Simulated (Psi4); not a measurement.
# SiH3 (silyl radical) at UMP2/6-311++G(3df,3pd) (density fitting, density fitting for correlation, sweep point 9)

Aim: the vertical doublet–quartet gap of SiH3 (silyl radical) at UMP2/6-311++G(3df,3pd) (density fitting, density fitting for correlation, sweep point 9), from 2 runs. 

Program for the calculation: Psi4 1.11.

### Step 1. The molecule

The species is SiH3 (4 atoms), meant as a doublet with charge 0. As SMILES, `[SiH3]`. Geometry: relaxed at PBE0-D4/def2-TZVP.

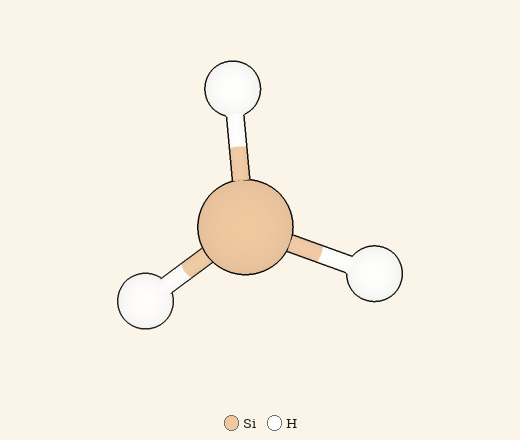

Viewed from a chosen angle; silicon light orange, hydrogen white.

### Step 2. The energy at UMP2/6-311++G(3df,3pd) (density fitting, density fitting for correlation, sweep point 9)

Contents of job.inp:

```
memory 1.6 GB

molecule {
  0 2
  Si     0.55516374    -0.05083363    -0.30997178
  H      1.05664036     1.25723479     2.12386319
  H     -0.42337424    -2.64873462     0.11362923
  H     -1.18842986     1.44233346    -1.92750175
  units au
  symmetry c1
}

set basis 6-311++G(3df,3pd)
set reference uhf
set puream true
set scf_type df
set num_frozen_docc 5
set maxiter 100

energy_value, wavefunction = energy("mp2", return_wfn=True)
```

Run with:

```sh
psi4 -n 1 job.inp job.out
```

job.out:

```text
[...]
  Running in c1 symmetry.
[...]
  Nuclear repulsion =   15.603296027937279
[...]
  Multiplicity = 2
[...]
  Nalpha       = 9
  Nbeta        = 8
[...]
    Number of basis functions: 101
[...]
   @DF-UHF iter   1:  -290.61143298554907   -5.27273e-01   1.88169e-03 ADIIS/DIIS
[...]
   @DF-UHF iter  12:  -290.63839968896622   -6.48015e-12   4.18742e-09 DIIS
[...]
   @S^2 Observed:                7.551143245E-01
[...]
    Orbital Energies [Eh]
    ---------------------
    Alpha Occupied:
       1A    -68.788592     2A     -6.135240     3A     -4.249077
       4A     -4.238862     5A     -4.238862     6A     -0.728699
       7A     -0.493294     8A     -0.493292     9A     -0.337094
    Alpha Virtual:
      10A      0.053660    11A      0.074044    12A      0.074044
      13A      0.083072    14A      0.094774    15A      0.094774
      16A      0.122908    17A      0.189741    18A      0.189742
      19A      0.206879    20A      0.245413    21A      0.245413
      22A      0.310829    23A      0.360866    24A      0.360867
      25A      0.372922    26A      0.415553    27A      0.415553
[...]
  @DF-UHF Final Energy:  -290.63839968896622
   => Energetics <=
    Nuclear Repulsion Energy =             15.6032960279372794
    One-Electron Energy =                -433.5218085666940055
    Two-Electron Energy =                 127.2801128497904699
    Total Energy =                       -290.6383996889662740
  UHF NO Occupations:
  HONO-2 :    7  A 1.9997250
  HONO-1 :    8  A 1.9979954
[...]
 Multipole Moments:
 ------------------------------------------------------------------------------------
     Multipole            Electronic (a.u.)      Nuclear  (a.u.)        Total (a.u.)
 ------------------------------------------------------------------------------------
 L = 1.  Multiply by 2.5417464519 to convert [e a0] to [Debye]
 Dipole X            :          0.9862682           -0.9933632           -0.0070950
 Dipole Y            :         -0.0903102            0.0909574            0.0006472
 Dipole Z            :         -0.5506923            0.5546458            0.0039535
 Magnitude           :                                                    0.0081479
[...]
```

Run time: 1.9 s. Hardware: 1 thread of Intel Xeon 6975P-C (Granite Rapids), shared host; peak memory 0.21 GiB.

### Step 3. The quartet at the same level

Contents of h3si.dat:

```
memory 1600 MB

molecule m {
  0 4
  Si     0.55516374    -0.05083363    -0.30997178
  H      1.05664036     1.25723479     2.12386319
  H     -0.42337424    -2.64873462     0.11362923
  H     -1.18842986     1.44233346    -1.92750175
  units au
  symmetry c1
}

set basis 6-311++G(3df,3pd)
set reference uhf
set puream true
set scf_type df
set num_frozen_docc 5
set maxiter 100

e_tot, wfn = energy("mp2", return_wfn=True)
print_variables()
```

Run with:

```sh
psi4 -n 1 h3si.dat h3si.out
```

h3si.out:

```text
[...]
  Running in c1 symmetry.
[...]
  Nuclear repulsion =   15.603296027937279
[...]
  Multiplicity = 4
[...]
  Nalpha       = 10
  Nbeta        = 7
[...]
    Number of basis functions: 101
[...]
   @DF-UHF iter   1:  -290.26923304528032   -1.85073e-01   2.14424e-03 ADIIS/DIIS
[...]
   @DF-UHF iter  29:  -290.33392829602951   -1.54614e-11   5.82875e-09 DIIS
[...]
   @S^2 Observed:                3.759332061E+00
[...]
    Orbital Energies [Eh]
    ---------------------
    Alpha Occupied:
       1A    -68.829852     2A     -6.181773     3A     -4.293671
       4A     -4.289035     5A     -4.279035     6A     -0.864348
       7A     -0.646272     8A     -0.533835     9A     -0.391368
      10A     -0.148540
    Alpha Virtual:
      11A      0.043897    12A      0.059604    13A      0.066766
      14A      0.074560    15A      0.082501    16A      0.094527
      17A      0.127466    18A      0.154523    19A      0.166735
      20A      0.208184    21A      0.211959    22A      0.277231
      23A      0.319774    24A      0.333102    25A      0.346045
[...]
  @DF-UHF Final Energy:  -290.33392829602951
   => Energetics <=
    Nuclear Repulsion Energy =             15.6032960279372794
    One-Electron Energy =                -432.4886163567126687
    Two-Electron Energy =                 126.5513920327458379
    Total Energy =                       -290.3339282960295122
  UHF NO Occupations:
  HONO-2 :    8  A 1.0000000
  HONO-1 :    9  A 1.0000000
[...]
 Multipole Moments:
 ------------------------------------------------------------------------------------
     Multipole            Electronic (a.u.)      Nuclear  (a.u.)        Total (a.u.)
 ------------------------------------------------------------------------------------
 L = 1.  Multiply by 2.5417464519 to convert [e a0] to [Debye]
 Dipole X            :          1.0591840           -0.9933632            0.0658208
 Dipole Y            :          0.1282699            0.0909574            0.2192273
 Dipole Z            :         -0.1398934            0.5546458            0.4147524
 Magnitude           :                                                    0.4737220
[...]
```

It took 1.8 s on 1 thread of Intel Xeon 6975P-C (Granite Rapids), shared host; peak memory 0.21 GiB.

### Step 4. What came out

At UMP2/6-311++G(3df,3pd) (density fitting, density fitting for correlation, sweep point 9), 5 core orbitals frozen:

```
                                                           quantity          value
                                              doublet: total energy  -290.75512 Eh
doublet: HOMO energy (Hartree–Fock orbitals) (highest over α and β)       -9.17 eV
 doublet: LUMO energy (Hartree–Fock orbitals) (lowest over α and β)        0.74 eV
               doublet: correlation energy (5 core orbitals frozen)     -116.7 mEh
                         doublet: ⟨S²⟩ of the reference determinant          0.755
                                              quartet: total energy  -290.43992 Eh
quartet: HOMO energy (Hartree–Fock orbitals) (highest over α and β)       -4.04 eV
 quartet: LUMO energy (Hartree–Fock orbitals) (lowest over α and β)       -3.49 eV
               quartet: correlation energy (5 core orbitals frozen)     -106.0 mEh
                         quartet: ⟨S²⟩ of the reference determinant          3.759
                   vertical energy of the quartet above the doublet       8.577 eV
```

What this shows: At this shape the quartet lies 8.58 eV (198 kcal/mol) above the doublet.
